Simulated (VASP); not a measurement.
# How thick must a slab of Pt(111) be?

Aim: follow surface energy, work function and relaxation of Pt(111) with the number of layers.

Method: PBE; plane waves and PAW (Pt), in VASP 6.6.1.

### Step 1. Starting point

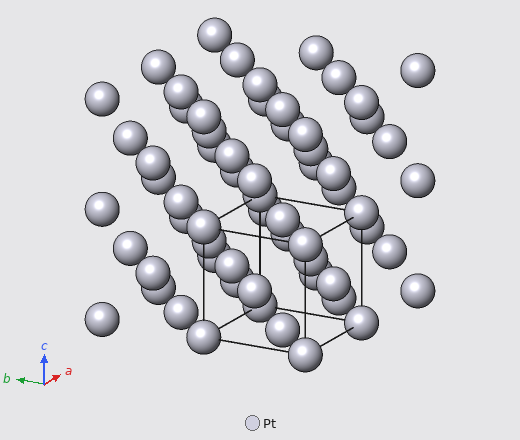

The starting structure, seen from a free direction (platinum light grey). 2×2×2 cells are drawn. This picture shows the conventional cell, with its axes. Some periodic images of atoms are drawn too.

Coordinates:

```
Pt
1.0
     0.00000    1.96000    1.96000
     1.96000    0.00000    1.96000
     1.96000    1.96000    0.00000
Pt
1
Direct
  0.00000 0.00000 0.00000
```

### Step 2. The bulk reference, job relaxation, k-mesh 17×17×17

The bulk crystal is relaxed first, so that the slabs are cut at this functional's lattice.

INCAR

```
SYSTEM = Pt
PREC = Accurate
ENCUT = 420
EDIFF = 1E-06
NELM = 120
ISMEAR = 1
SIGMA = 0.15
LREAL = .FALSE.
ALGO = Normal
GGA = PE
NBANDS = 11
LASPH = .TRUE.
LORBIT = 11
LWAVE = .FALSE.
LCHARG = .FALSE.
KPAR = 4
IBRION = 2
NSW = 30
ISIF = 3
EDIFFG = -0.01
POTIM = 0.4
```

POSCAR

```
Pt
1.0
    0.0000000000      1.9600000000      1.9600000000
    1.9600000000      0.0000000000      1.9600000000
    1.9600000000      1.9600000000      0.0000000000
Pt
1
Direct
    0.0000000000      0.0000000000      0.0000000000
```

KPOINTS

```
Automatic mesh
0
Gamma
17 17 17
0 0 0
```

The projector-augmented-wave data sets are Pt (PBE family, release 64).

On the command line:

```console
mpirun -np 4 vasp_std
```

Output:

```text
[banner, memory and clock lines left out]
running    4 mpi-ranks, on    1 nodes
 distrk:  each k-point on    1 cores,    4 groups
 distr:  one band on    1 cores,    1 groups

 POSCAR found type information on POSCAR Pt
 POSCAR found :  1 types and       1 ions
 LDA part: xc-table for (Slater+PW92), standard interpolation
 POSCAR, INCAR and KPOINTS ok, starting setup
 FFT: planning ... GRIDC
 FFT: planning ... GRID_SOFT
 FFT: planning ... GRID
 WAVECAR not read
 entering main loop
       N       E                     dE             d eps       ncg     rms          rms(c)
DAV:   1     0.317507139834E+02    0.31751E+02   -0.46465E+03  3849   0.696E+02
DAV:   2    -0.601360281529E+01   -0.37764E+02   -0.36077E+02  4209   0.157E+02
DAV:   3    -0.645721824492E+01   -0.44362E+00   -0.44151E+00  4221   0.161E+01
DAV:   4    -0.645896622786E+01   -0.17480E-02   -0.17478E-02  4173   0.119E+00
DAV:   5    -0.645898024037E+01   -0.14013E-04   -0.14012E-04  4269   0.986E-02    0.130E+01
DAV:   6    -0.612721492893E+01    0.33177E+00   -0.74270E-01  3924   0.688E+00    0.686E+00
DAV:   7    -0.608796678686E+01    0.39248E-01   -0.14789E-01  4143   0.298E+00    0.251E+00
DAV:   8    -0.608466539238E+01    0.33014E-02   -0.70473E-03  3954   0.718E-01    0.592E-01
DAV:   9    -0.608442750697E+01    0.23789E-03   -0.23417E-04  4068   0.132E-01    0.527E-02
DAV:  10    -0.608443047724E+01   -0.29703E-05   -0.57474E-06  4631   0.181E-02    0.676E-03
DAV:  11    -0.608443041885E+01    0.58395E-07   -0.31639E-08  2241   0.169E-03
   1 F= -.60844304E+01 E0= -.60838208E+01  d E =-.608443E+01
 curvature:   0.00 expect dE= 0.000E+00 dE for cont linesearch  0.000E+00
 trial: gam= 0.00000 g(F)=  0.916E-67 g(S)=  0.102E+00 ort = 0.000E+00 (trialstep = 0.100E+01)
 search vector abs. value=  0.102E+00
 bond charge predicted
       N       E                     dE             d eps       ncg     rms          rms(c)
DAV:   1    -0.708651089401E+01   -0.10021E+01   -0.20949E+01  3762   0.417E+01    0.638E+00
DAV:   2    -0.607898941894E+01    0.10075E+01   -0.32614E+00  3729   0.130E+01    0.355E+00
DAV:   3    -0.604148928125E+01    0.37500E-01   -0.18310E-01  4179   0.297E+00    0.230E+00
DAV:   4    -0.604419784147E+01   -0.27086E-02   -0.62176E-03  3983   0.478E-01    0.511E-01
DAV:   5    -0.604462896355E+01   -0.43112E-03   -0.57383E-04  4758   0.102E-01    0.491E-02
DAV:   6    -0.604466823863E+01   -0.39275E-04   -0.19518E-05  4180   0.227E-02    0.285E-03
DAV:   7    -0.604466776869E+01    0.46994E-06   -0.26998E-07  3120   0.466E-03
   2 F= -.60446678E+01 E0= -.60440019E+01  d E =0.397627E-01
[...]
3 F= -.61009487E+01 E0= -.61003399E+01  d E =-.165183E-01
 curvature:  -0.19 expect dE=-0.752E-05 dE for cont linesearch -0.752E-05
 ZBRENT: interpolating
 opt :   0.3350  next Energy=    -6.100955 (dE=-0.165E-01)
 bond charge predicted
       N       E                     dE             d eps       ncg     rms          rms(c)
DAV:   1    -0.610100408654E+01   -0.55360E-04   -0.97124E-04  3804   0.287E-01    0.452E-02
DAV:   2    -0.610095838887E+01    0.45698E-04   -0.12589E-04  3762   0.840E-02    0.177E-02
DAV:   3    -0.610095659248E+01    0.17964E-05   -0.11397E-05  3978   0.239E-02    0.103E-02
DAV:   4    -0.610095738099E+01   -0.78850E-06   -0.43821E-07  2135   0.436E-03
   4 F= -.61009574E+01 E0= -.61003489E+01  d E =-.165270E-01
 curvature:  -0.17 expect dE=-0.129E-06 dE for cont linesearch -0.129E-06
 trial: gam= 0.00000 g(F)=  0.547E-63 g(S)=  0.768E-06 ort =-0.280E-03 (trialstep = 0.867E+00)
 search vector abs. value=  0.768E-06
 reached required accuracy - stopping structural energy minimisation
```

It took 10 s on 4 MPI ranks of AMD EPYC 9R45, shared host; peak memory 0.54 GiB; 40 s of CPU time.

The logs omit lines about the potential files and the build; timing stands in the text.

From OUTCAR (step 2):

```text
ion  position               nearest neighbor table
   1  0.000  0.000  0.000-

  LATTYP: Found a face centered cubic cell.
 ALAT       =     3.9200000000

 Subroutine GETGRP returns: Found 48 space group operations
 (whereof 48 operations were pure point group operations)

The static configuration has the point symmetry O_h .

 Found    165 irreducible k-points:

   k-points           NKPTS =    165   k-points in BZ     NKDIM =    165   number of bands    NBANDS=     11

   dimension x,y,z NGX =    20 NGY =   20 NGZ =   20
   dimension x,y,z NGXF=    40 NGYF=   40 NGZF=   40

   ENCUT  =  420.0 eV  30.87 Ry    5.56 a.u.   4.63  4.63  4.63*2*pi/ulx,y,z

   NELECT =      10.0000    total number of electrons

 k-points in reciprocal lattice and weights: Automatic mesh
   0.00000000  0.00000000  0.00000000       0.000
   0.05882353  0.00000000  0.00000000       0.002
   0.11764706  0.00000000  0.00000000       0.002
   0.17647059  0.00000000  0.00000000       0.002
   0.23529412  0.00000000  0.00000000       0.002
   0.29411765  0.00000000  0.00000000       0.002
   0.35294118  0.00000000  0.00000000       0.002
   0.41176471  0.00000000  0.00000000       0.002
   0.47058824  0.00000000  0.00000000       0.002
[...]
-0.29411765  0.47058824  0.17647059       0.005
  -0.29411765  0.47058824  0.23529412       0.005

 average (electrostatic) potential at core
       1 -63.4308

 E-fermi :  10.5979

 k-point     1 :       0.0000    0.0000    0.0000
  band No.  band energies     occupation
    ...
      2       7.0307      2.00000
      3       7.0307      2.00000
      4       7.0307      2.00000
      5       9.0666      2.00000
      6       9.0666      2.00000
      7      25.3404      0.00000
      8      30.1123      0.00000
      9      30.1123      0.00000
     10      30.1123      0.00000
     11      35.3308      0.00000

 k-point     2 :       0.0588    0.0000    0.0000
  band No.  band energies     occupation
    ...
      2       6.9719      2.00000
      3       7.0835      2.00000
      4       7.0835      2.00000
      5       9.0376      2.00000
      6       9.0376      2.00000
      7      25.5449      0.00000
      8      29.3756      0.00000
      9      30.3143      0.00000
     10      30.3143      0.00000
     11      36.1181      0.00000

 k-point     3 :       0.1176    0.0000    0.0000
  band No.  band energies     occupation
    ...
      2       6.8243      2.00000
      3       7.2192      2.00000
      4       7.2192      2.00000
      5       8.9791      2.00000
      6       8.9791      2.00000
      7      26.0897      0.00000
      8      27.8625      0.00000
      9      30.8981      0.00000
     10      30.8981      0.00000
     11      36.5640      0.00000

  Total       -0.0025747     -0.0025747     -0.0025747      0.0000000     -0.0000000      0.0000000
  in kB       -0.2642066     -0.2642066     -0.2642066      0.0000000     -0.0000000      0.0000000
  external PRESSURE =      -0.2642066 kB  Pullay stress =       0.0000000 kB

  energy-cutoff  :      420.00
  volume of cell :       15.61
      direct lattice vectors                 reciprocal lattice vectors
     0.000000000  1.983763399  1.983763399    -0.252046187  0.252046187  0.252046187
     1.983763399  0.000000000  1.983763399     0.252046187 -0.252046187  0.252046187
     1.983763399  1.983763399  0.000000000     0.252046187  0.252046187 -0.252046187

 POSITION                                       TOTAL-FORCE (eV/Angst)
 -----------------------------------------------------------------------------------
      0.00000      0.00000      0.00000         0.000000     -0.000000     -0.000000
 -----------------------------------------------------------------------------------
    total drift:                               -0.000000     -0.000000     -0.000000

  FREE ENERGIE OF THE ION-ELECTRON SYSTEM (eV)
  ---------------------------------------------------
  free  energy   TOTEN  =        -6.1009573810 eV

  energy  without entropy=       -6.0991318022  energy(sigma->0) =       -6.10034885

 reached required accuracy - stopping structural energy minimisation

 total charge
# of ion       s       p       d       tot
------------------------------------------
    1        0.620   0.569   8.020   9.209

[... 3 further parts left out ...]
```

The run keeps the 48 symmetry operations of its start, so it cannot find a distortion of lower symmetry.

Relaxation path:

```tsv
step	energy less that of the first step (eV)	largest force (eV/Å)	pressure (GPa)	volume (Å³)
1	0.0000	0.0000	9.98	15.06
2	0.0398	0.0000	-14.64	16.75
3	-0.0165	0.0000	-0.19	15.62
4	-0.0165	0.0000	-0.03	15.61
```

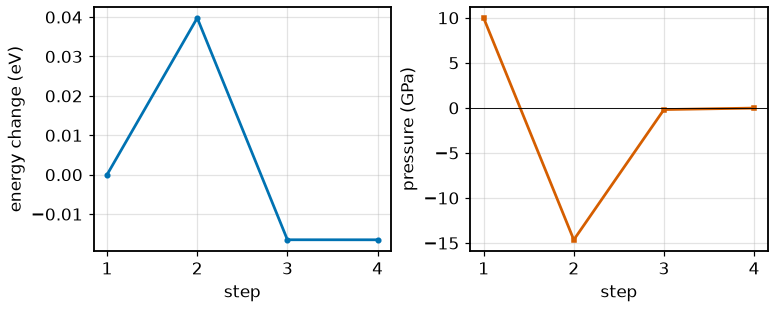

Energy and pressure along the relaxation.

```tsv
conventional cell, symmetrised	before	after	change
a (Å)	3.920	3.968	+1.2 %
b (Å)	3.920	3.968	+1.2 %
c (Å)	3.920	3.968	+1.2 %
volume (Å³/atom)	15.06	15.61	+3.7 %
```

Final coordinates:

```cif
data_structure
_symmetry_space_group_name_H-M 'P 1'
_symmetry_Int_Tables_number 1
_cell_length_a 2.8055
_cell_length_b 2.8055
_cell_length_c 2.8055
_cell_angle_alpha 60.000
_cell_angle_beta 60.000
_cell_angle_gamma 60.000
_cell_volume 15.61
loop_
_atom_site_label
_atom_site_type_symbol
_atom_site_fract_x
_atom_site_fract_y
_atom_site_fract_z
_atom_site_occupancy
Pt1 Pt 0.00000 0.00000 0.00000 1
```

Numbers from this step:

```
electronic cycles       : 29
electrons               : 10
free energy (TOTEN)     : -6.101 eV
energy at zero smearing : -6.100 eV
Fermi energy            : 10.60 eV
metallic                : yes
```

The run ended after 4 ionic steps, 0.017 eV below its first step, once forces and stress met EDIFFG = -0.01.

Energy at zero smearing: -6.10035 eV.

### Step 3. The bulk reference, job self-consistent run, k-mesh 20×20×20

INCAR

```
SYSTEM = Pt
PREC = Normal
ENCUT = 320
EDIFF = 1E-06
NELM = 120
ISMEAR = 1
SIGMA = 0.15
LREAL = .FALSE.
ALGO = Fast
GGA = PE
NBANDS = 11
LASPH = .TRUE.
LORBIT = 11
LWAVE = .FALSE.
LCHARG = .FALSE.
KPAR = 4
```

POSCAR

```
Pt
1.0
    0.0000000000      1.9837633988      1.9837633988
    1.9837633988      0.0000000000      1.9837633988
    1.9837633988      1.9837633988      0.0000000000
Pt
1
Direct
    0.0000000000      0.0000000000      0.0000000000
```

KPOINTS

```
Automatic mesh
0
Gamma
20 20 20
0 0 0
```

On the command line:

```console
mpirun -np 4 vasp_std
```

Output:

```text
[... set-up lines as in an earlier step ...]
 entering main loop
       N       E                     dE             d eps       ncg     rms          rms(c)
DAV:   1     0.210360884884E+02    0.21036E+02   -0.39087E+03  6640   0.539E+02
DAV:   2    -0.619962713328E+01   -0.27236E+02   -0.26026E+02  6539   0.129E+02
DAV:   3    -0.647639421157E+01   -0.27677E+00   -0.27554E+00  6513   0.119E+01
DAV:   4    -0.647751898058E+01   -0.11248E-02   -0.11247E-02  6475   0.911E-01
[...]
RMM:  10    -0.610044148252E+01   -0.15093E-04   -0.11741E-04  6610   0.739E-02    0.536E-02
RMM:  11    -0.610044273414E+01   -0.12516E-05   -0.13230E-05  6339   0.249E-02    0.558E-03
RMM:  12    -0.610044320746E+01   -0.47332E-06   -0.30552E-06  5162   0.116E-02
   1 F= -.61004432E+01 E0= -.61004283E+01  d E =-.447206E-04
```

It took 3 s on 4 MPI ranks; peak memory 0.4 GiB.

OUTCAR, selected parts (step 3):

```text
  Total       -0.0965722     -0.0965722     -0.0965722      0.0000000      0.0000000      0.0000000
  in kB       -9.9097640     -9.9097640     -9.9097640      0.0000000      0.0000000      0.0000000
  external PRESSURE =      -9.9097640 kB  Pullay stress =       0.0000000 kB

 POSITION                                       TOTAL-FORCE (eV/Angst)
 -----------------------------------------------------------------------------------
      0.00000      0.00000      0.00000         0.000000      0.000000      0.000000
 -----------------------------------------------------------------------------------
    total drift:                               -0.000000     -0.000000     -0.000000

  FREE ENERGIE OF THE ION-ELECTRON SYSTEM (eV)
  ---------------------------------------------------
  free  energy   TOTEN  =        -6.1004432075 eV

  energy  without entropy=       -6.1003984868  energy(sigma->0) =       -6.10042830

[... 3 further parts left out ...]
[key lines of the parts left out:]
E-fermi :  10.6134
```

This step gave:

| Quantity | Value |
| --- | --- |
| electronic cycles | 12 |
| free energy (TOTEN) | -6.100 eV |
| Fermi energy | 10.61 eV |

Energy at zero smearing: -6.10043 eV.

The run ends at a pressure of -0.99 GPa.

(Part 1 of 7 ends here.)

[Lines on the potential files, build, host, timing and source positions are cut from VASP's logs without a mark.]

[Logs are printed without paths, hosts, clocks, repeated set-up lines and the standing remarks that a program may print on its own settings, such as how far it seeks lower states.]

[Hosts, paths, dates, database ids (printed as entryN), source tags and the programs' standing remarks are cut or masked in the printed files.]

[Runs that stopped without an error message from VASP are left out.]
